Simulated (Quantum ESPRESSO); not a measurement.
# Rb (Im-3m): from the cell to the phonon bands, part 2 of 3

How does Rb (Im-3m) vibrate, and is this structure a minimum?

Quantum ESPRESSO 7.5; DFT LDA, scalar-relativistic, plane waves, PseudoDojo norm-conserving pseudopotentials.

So far. Step 2 (A first look): No gap opens on this mesh, so smearing is kept; the start stands at -0.28 GPa. Step 4 (Self-consistent run for the response): The cell stands at -0.004 GPa, close enough for phonons. The relaxed cell has a = 5.374 Å (conventional setting).

The database entry behind the starting cell lists a temperature near 78 K, so it need not match the best structure at ambient conditions.

## 5. Phonons on a q mesh

Linear response treats each wavevector in the unit cell, with no supercell; the 4×4×4 mesh fixes the range of the force constants to be had.

Contents of ph.in:

```
phonons
&INPUTPH
  prefix       = 'x'
  outdir       = './tmp'
  fildyn       = 'x.dyn'
  tr2_ph       = 1.0d-18
  alpha_mix(1) = 0.4
  nmix_ph      = 8
  ldisp        = .true.
  nq1          = 4
  nq2          = 4
  nq3          = 4
/
```

Command:

```sh
$ OMP_NUM_THREADS=1 mpirun -n 4 ph.x -nk 4 -in ph.in > ph.out
```

The log of the run:

```text
[banners, grids, parts of the stress and lines that vanish by symmetry left out]
[banner, memory and clock lines left out]
Program PHONON v.7.5

     ./tmp/x.save/

     IMPORTANT: XC functional enforced from input :
     Exchange-correlation= PW
                           (   1   4   0   0   0   0   0)
     Any further DFT definition will be discarded
     Please, verify this is what you really want

     G-vector sticks info

     Reading collected, re-writing distributed wavefunctions in ./tmp/

     Dynamical matrices for ( 4, 4, 4)  uniform grid of q-points
     (   8 q-points):
       N         xq(1)         xq(2)         xq(3)
       1   0.000000000   0.000000000   0.000000000
       2   0.000000000  -0.250000000   0.250000000
       3   0.000000000   0.500000000  -0.500000000
       4  -0.250000000   0.750000000  -0.500000000
[...]
Number and degeneracy of irreps per q-point
       N         xq(1)         xq(2)         xq(3)   N irreps
       1   0.000000000   0.000000000   0.000000000       1
        3
       2   0.000000000  -0.250000000   0.250000000       3
     No degeneracy
       3   0.000000000   0.500000000  -0.500000000       3
     No degeneracy
       4  -0.250000000   0.750000000  -0.500000000       3
     No degeneracy
       5   0.000000000   0.000000000   0.500000000       2
        1   2
       6   0.000000000   0.750000000  -0.250000000       3
     No degeneracy
       7   0.500000000  -0.500000000   0.500000000       1
        3
       8   0.000000000   0.000000000  -1.000000000       1
        3

     Calculation of q =    0.0000000   0.0000000   0.0000000

     phonons

     bravais-lattice index     =            3
     lattice parameter (alat)  =      10.1555  a.u.
     unit-cell volume          =     523.6879 (a.u.)^3
     number of atoms/cell      =            1
     number of atomic types    =            1
     kinetic-energy cut-off    =      46.0000  Ry
     charge density cut-off    =     184.0000  Ry
     convergence threshold     =      1.0E-18
     beta                      =       0.4000
     number of iterations used =            8
     Exchange-correlation= PW
                           (   1   4   0   0   0   0   0)

     celldm(1)=   10.15549  celldm(2)=    0.00000  celldm(3)=    0.00000
     celldm(4)=    0.00000  celldm(5)=    0.00000  celldm(6)=    0.00000

     crystal axes: (cart. coord. in units of alat)
               a(1) = (  0.5000  0.5000  0.5000 )
               a(2) = ( -0.5000  0.5000  0.5000 )
               a(3) = ( -0.5000 -0.5000  0.5000 )

     reciprocal axes: (cart. coord. in units 2 pi/alat)
               b(1) = (  1.0000  0.0000  1.0000 )
               b(2) = ( -1.0000  1.0000  0.0000 )
               b(3) = (  0.0000 -1.0000  1.0000 )

     Atoms inside the unit cell:

     Cartesian axes

     site n.  atom      mass           positions (alat units)
        1  Rb     85.4678   tau(    1) = (    0.00000    0.00000    0.00000  )

     Computing dynamical matrix for
                    q = (   0.0000000   0.0000000   0.0000000 )

     49 Sym.Ops. (with q -> -q+G )

     G cutoff =  480.6841  (  21913 G-vectors)     FFT grid: ( 40, 40, 40)

     number of k points=    72  Marzari-Vanderbilt smearing, width (Ry)=  0.0200

     PseudoPot. # 1 for Rb read from file:
     ./pseudo/Rb.upf
     Pseudo is Norm-conserving + core correction, Zval =  9.0

     Mode symmetry, O_h (m-3m)  point group:

     Atomic displacements:
     There are    1 irreducible representations

     Representation     1      3 modes -  To be done

     Alpha used in Ewald sum =   1.9000

     Representation #   1 modes #   1   2   3

     Self-consistent Calculation
      iter #   1   av.it.:   5.6
      thresh= 1.000E-02 alpha_mix =  0.400 |ddv_scf|^2 =  3.338E-07
      iter #   2   av.it.:   9.1
      thresh= 5.778E-05 alpha_mix =  0.400 |ddv_scf|^2 =  2.555E-08
      iter #   3   av.it.:   9.4
      thresh= 1.599E-05 alpha_mix =  0.400 |ddv_scf|^2 =  6.929E-10
      iter #   4   av.it.:  10.0
      thresh= 2.632E-06 alpha_mix =  0.400 |ddv_scf|^2 =  1.157E-12
[...]
End of self-consistent calculation

     Convergence has been achieved

     Number of q in the star =    1
     List of q in the star:
[...]
Diagonalizing the dynamical matrix

     q = (    0.000000000   0.000000000   0.000000000 )

 **************************************************************************
     freq (    1) =       0.005137 [THz] =       0.171354 [cm-1]
     freq (    2) =       0.005137 [THz] =       0.171354 [cm-1]
     freq (    3) =       0.005137 [THz] =       0.171354 [cm-1]
 **************************************************************************

     Mode symmetry, O_h (m-3m)  point group:

     freq (   1-   3) =          0.2  [cm-1]   --> T_1u G_15  G_4- I

     Calculation of q =    0.0000000  -0.2500000   0.2500000
     [... set-up and bands at k+q left out ...]

     Mode symmetry, C_2v (mm2)  point group:

     Atomic displacements:
     There are    3 irreducible representations

     Representation     1      1 modes -  To be done

     Representation     2      1 modes -  To be done

     Representation     3      1 modes -  To be done

     Message from routine init_vloc:
     Interpolation table for Vloc re-allocated

     Alpha used in Ewald sum =   1.9000

     Representation #   1 mode #   1

     Self-consistent Calculation

[...]
[... iterations left out ...]
[...]
End of self-consistent calculation

     Convergence has been achieved

     Representation #   2 mode #   2

     Self-consistent Calculation

[...]
[... iterations left out ...]
[...]
End of self-consistent calculation

     Convergence has been achieved

     Representation #   3 mode #   3

     Self-consistent Calculation

[...]
[... iterations left out ...]
[...]
End of self-consistent calculation

     Convergence has been achieved

     Number of q in the star =   12
     List of q in the star:
[...]
Diagonalizing the dynamical matrix

     q = (    0.000000000  -0.250000000   0.250000000 )

 **************************************************************************
     freq (    1) =       0.203437 [THz] =       6.785934 [cm-1]
     freq (    2) =       0.675848 [THz] =      22.543877 [cm-1]
     freq (    3) =       1.106079 [THz] =      36.894821 [cm-1]
 **************************************************************************

     Mode symmetry, C_2v (mm2)  point group:

     freq (   1-   1) =          6.8  [cm-1]   --> B_1  D_3  S_3
     freq (   2-   2) =         22.5  [cm-1]   --> B_2  D_4  S_4
     freq (   3-   3) =         36.9  [cm-1]   --> A_1  D_1  S_1

     Calculation of q =    0.0000000   0.5000000  -0.5000000
     [... set-up and bands at k+q left out ...]

     Mode symmetry, D_2h (mmm)  point group:

     Atomic displacements:
     There are    3 irreducible representations

[...]
Alpha used in Ewald sum =   1.9000

     Representation #   1 mode #   1

[...]
[... iterations left out ...]
[...]
Convergence has been achieved

[...]
Convergence has been achieved

[...]
Convergence has been achieved

     Number of q in the star =    6
     List of q in the star:
[...]
Diagonalizing the dynamical matrix

     q = (    0.000000000   0.500000000  -0.500000000 )

[...]
freq (    1) =       0.277834 [THz] =       9.267545 [cm-1]
     freq (    2) =       0.961667 [THz] =      32.077755 [cm-1]
     freq (    3) =       1.606373 [THz] =      53.582839 [cm-1]
[...]
Mode symmetry, D_2h (mmm)  point group:

     freq (   1-   1) =          9.3  [cm-1]   --> B_2u
     freq (   2-   2) =         32.1  [cm-1]   --> B_1u
     freq (   3-   3) =         53.6  [cm-1]   --> B_3u

     Calculation of q =   -0.2500000   0.7500000  -0.5000000
     [... set-up and bands at k+q left out ...]

     Mode symmetry, C_s (m)     point group:

     Atomic displacements:
     There are    3 irreducible representations

[...]
Alpha used in Ewald sum =   1.9000

[...]
Convergence has been achieved

[...]
Convergence has been achieved

[...]
Convergence has been achieved

     Number of q in the star =   24
     List of q in the star:
[...]
Diagonalizing the dynamical matrix

     q = (   -0.250000000   0.750000000  -0.500000000 )

[...]
freq (    1) =       0.579687 [THz] =      19.336262 [cm-1]
     freq (    2) =       1.096536 [THz] =      36.576508 [cm-1]
     freq (    3) =       1.459036 [THz] =      48.668205 [cm-1]
[...]
Mode symmetry, C_s (m)     point group:

     freq (   1-   1) =         19.3  [cm-1]   --> A'
     freq (   2-   2) =         36.6  [cm-1]   --> A''
     freq (   3-   3) =         48.7  [cm-1]   --> A'

     Calculation of q =    0.0000000   0.0000000   0.5000000
     [... set-up and bands at k+q left out ...]

     Mode symmetry, C_4v (4mm)  point group:

     Atomic displacements:
     There are    2 irreducible representations

[...]
Alpha used in Ewald sum =   1.9000

[...]
Convergence has been achieved

     Representation #   2 modes #   2   3

[...]
Convergence has been achieved

     Number of q in the star =    6
     List of q in the star:
[...]
Diagonalizing the dynamical matrix

     q = (    0.000000000   0.000000000   0.500000000 )

[...]
freq (    1) =       0.985837 [THz] =      32.883969 [cm-1]
     freq (    2) =       0.985837 [THz] =      32.883969 [cm-1]
     freq (    3) =       1.124809 [THz] =      37.519593 [cm-1]
[...]
Mode symmetry, C_4v (4mm)  point group:

     freq (   1-   2) =         32.9  [cm-1]   --> E    G_5 D_5
     freq (   3-   3) =         37.5  [cm-1]   --> A_1  G_1 D_1

     Calculation of q =    0.0000000   0.7500000  -0.2500000
     [... set-up and bands at k+q left out ...]

     Mode symmetry, C_2v (mm2)  point group:

     Atomic displacements:
     There are    3 irreducible representations

[...]
Alpha used in Ewald sum =   1.9000

[...]
Convergence has been achieved

     Representation #   2 mode #   2

[...]
Convergence has been achieved

     Representation #   3 mode #   3

[...]
Convergence has been achieved

     Number of q in the star =   12
     List of q in the star:
[...]
Diagonalizing the dynamical matrix

     q = (    0.000000000   0.750000000  -0.250000000 )

[...]
freq (    1) =       1.012757 [THz] =      33.781921 [cm-1]
     freq (    2) =       1.229684 [THz] =      41.017846 [cm-1]
     freq (    3) =       1.529522 [THz] =      51.019367 [cm-1]
[...]
Mode symmetry, C_2v (mm2)  point group:

     freq (   1-   1) =         33.8  [cm-1]   --> A_1  D_1  S_1
     freq (   2-   2) =         41.0  [cm-1]   --> B_1  D_3  S_3
     freq (   3-   3) =         51.0  [cm-1]   --> B_2  D_4  S_4

     Calculation of q =    0.5000000  -0.5000000   0.5000000
     [... set-up and bands at k+q left out ...]

     Mode symmetry, T_d (-43m)  point group:

     Atomic displacements:
     There are    1 irreducible representations

     Representation     1      3 modes -  To be done

     Alpha used in Ewald sum =   1.9000

     Representation #   1 modes #   1   2   3

     Self-consistent Calculation

[...]
[... iterations left out ...]
[...]
End of self-consistent calculation

     Convergence has been achieved

     Number of q in the star =    2
     List of q in the star:
[...]
2   0.500000000  -0.500000000  -0.500000000

     Diagonalizing the dynamical matrix

     q = (    0.500000000  -0.500000000   0.500000000 )

[...]
freq (    1) =       1.185140 [THz] =      39.532013 [cm-1]
     freq (    2) =       1.185140 [THz] =      39.532013 [cm-1]
     freq (    3) =       1.185140 [THz] =      39.532013 [cm-1]
[...]
Mode symmetry, T_d (-43m)  point group:

     freq (   1-   3) =         39.5  [cm-1]   --> T_2  G_15 P_4

     Calculation of q =    0.0000000   0.0000000  -1.0000000
     [... set-up and bands at k+q left out ...]

     Mode symmetry, O_h (m-3m)  point group:

     Atomic displacements:
     There are    1 irreducible representations

     Representation     1      3 modes -  To be done

     Alpha used in Ewald sum =   1.9000

     Representation #   1 modes #   1   2   3

     Self-consistent Calculation

      iter #   1   av.it.:   5.7
      thresh= 1.000E-02 alpha_mix =  0.400 |ddv_scf|^2 =  9.890E-07

      [... iterations left out ...]
      iter #   9   av.it.:   9.9
      thresh= 2.760E-10 alpha_mix =  0.400 |ddv_scf|^2 =  1.597E-20

     End of self-consistent calculation

     Convergence has been achieved

     Number of q in the star =    1
     List of q in the star:
          1   0.000000000   0.000000000  -1.000000000

     Diagonalizing the dynamical matrix

     q = (    0.000000000   0.000000000  -1.000000000 )

 **************************************************************************
     freq (    1) =       1.454765 [THz] =      48.525729 [cm-1]
     freq (    2) =       1.454765 [THz] =      48.525729 [cm-1]
     freq (    3) =       1.454765 [THz] =      48.525729 [cm-1]
 **************************************************************************

     Mode symmetry, O_h (m-3m)  point group:

     freq (   1-   3) =         48.5  [cm-1]   --> T_1u G_15  G_4-


[key lines of the parts left out:]
the Fermi energy is     2.4748 ev
```

It took 29 min on 4 MPI ranks of Arm Neoverse V1, shared host; 1.9 h of CPU time.

Read from the output:

```
largest acoustic frequency at the zone centre before the sum rule  : 0.17 cm⁻¹
lowest mode on the q mesh (acoustic ones at the zone centre apart) : 6.79 cm⁻¹
```

Frequencies (cm⁻¹) at each irreducible wavevector; negative means imaginary. Frequencies by wavevector:

```
  q (fractions)  star  mode 1  mode 2  mode 3
          0 0 0     1    0.17    0.17    0.17
       0 0 0.25    12    6.79   22.54   36.89
       0 0 -0.5     6    9.27   32.08   53.58
    0 0.25 -0.5    24   19.34   36.58   48.67
 0.25 0.25 0.25     6   32.88   32.88   37.52
 0.25 0.25 -0.5    12   33.78   41.02   51.02
0.25 -0.25 0.25     2   39.53   39.53   39.53
 -0.5 -0.5 -0.5     1   48.53   48.53   48.53
```

The acoustic modes at Γ come out as far as 0.2 cm⁻¹ from zero, where they should vanish, a small numerical error.

## 6. Force constants in real space

The dynamical matrices of the mesh are Fourier-transformed to force constants in real space.

Contents of q2r.in:

```
&INPUT
  fildyn = 'x.dyn'
  zasr   = 'simple'
  flfrc  = 'x.fc'
/
```

Command:

```sh
$ q2r.x < q2r.in > q2r.out
```

The log of the run:

```text
[banners, grids, parts of the stress and lines that vanish by symmetry left out]
[banner, memory and clock lines left out]
Program Q2R v.7.5

  reading grid info from file x.dyn0

  reading force constants from file x.dyn1
  Dielectric Tensor not found
  nqs=            1
 q=   0.00000000  0.00000000  0.00000000
  reading force constants from file x.dyn2
  nqs=           12
 q=   0.00000000 -0.25000000  0.25000000
[...]
reading force constants from file x.dyn7
  nqs=            2
[...]
q=   0.50000000 -0.50000000 -0.50000000
  reading force constants from file x.dyn8
  nqs=            1
 q=   0.00000000  0.00000000 -1.00000000

      q-space grid ok, #points =   64

      fft-check success (sum of imaginary terms < 10^-12)
```

Run time: 0.47 s. Hardware: 1 thread.

## 7. Interpolated phonon bands

From the force constants any wavevector is cheap; points of the mesh come back as solved, but for the sum rule and, in polar crystals, the LO-TO term at Γ; the rest is interpolation.

Contents of matdyn.in:

```
&INPUT
  asr              = 'simple'
  flfrc            = 'x.fc'
  flfrq            = 'x.freq'
  flvec            = 'x.modes'
  q_in_band_form   = .true.
  q_in_cryst_coord = .true.
/
8
  0.0000000   0.0000000   0.0000000  12  ! GAMMA
  0.5000000   0.5000000  -0.5000000  12  ! H
  0.5000000  -0.0000000  -0.5000000  12  ! N
  0.0000000   0.0000000   0.0000000  12  ! GAMMA
  0.7500000   0.2500000  -0.2500000  12  ! P
  0.5000000   0.5000000  -0.5000000   1  ! H
  0.7500000   0.2500000  -0.2500000  12  ! P
  0.5000000  -0.0000000  -0.5000000   1  ! N
```

Command:

```sh
$ matdyn.x -in matdyn.in > matdyn.out
```

The log of the run:

```text
[banner, memory and clock lines left out]
Program MATDYN v.7.5

 mass for atomic type   1 not given; uses mass from file x.fc
     Message from routine matdyn:
     Z* not found in file x.fc, TO-LO splitting at q=0 will be absent!
     Message from routine matdyn:
     Z* not found in file x.fc, TO-LO splitting at q=0 will be absent!

Note: The following floating-point exceptions are signalling: IEEE_UNDERFLOW_FLAG
```

The job ended after 0.46 s (1 thread).

Numbers from this step:

```yaml
lowest_frequency_on_the_path: 0 cm⁻¹
mean_frequency: 33.6 cm⁻¹
debye_temperature_second_moment: 67 K
logarithmic_mean_frequency: 30.6 cm⁻¹
```

Matdyn.x, sum rule simple. The phonon branches at the labelled points (cm⁻¹):

```
    point  branch 1  branch 2  branch 3
        Γ         0         0         0
        H        48        48        48
        N         9        32        54
        Γ         0         0         0
        P        40        40        40
        H        48        48        48
jump to P        40        40        40
        N         9        32        54
```

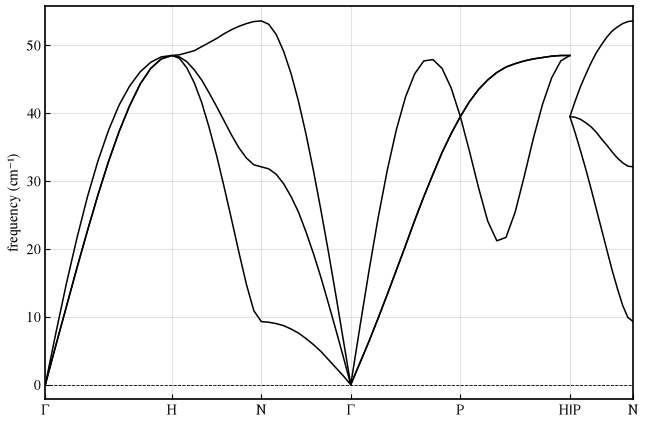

Phonon branches along the path.

Lowest modes at the softest wavevector of the mesh; phase exp(i q.(R + tau)). Modes at q = (0.000, 0.000, 0.250):

```
mode  frequency (cm⁻¹)
   1               6.8
   2              22.5
   3              36.9
```

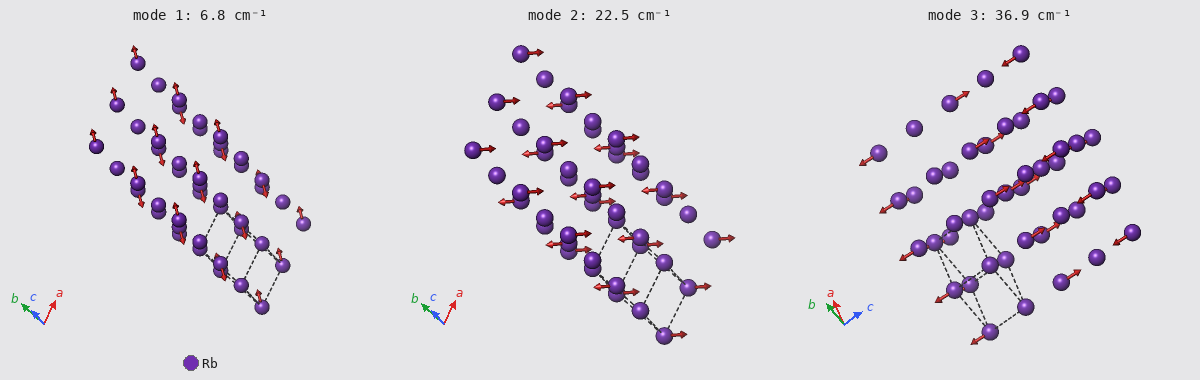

Displacement patterns of modes 1, 2 and 3 at q = (0.000, 0.000, 0.250); arrows are exaggerated. 2×2×4 cells are drawn. The axes are those of the cell as run, not the conventional ones. Some periodic images of atoms are drawn too.

(Part 2 of 3 ends here.)

[Host names and launcher messages were left out of these logs when they were recorded.]

[Logs are printed without paths, hosts, clocks, repeated set-up lines and the standing remarks that a program may print on its own settings, such as how far it seeks lower states.]

[Hosts, paths, dates, database ids (printed as entryN), source tags and the programs' standing remarks are cut or masked in the printed files.]
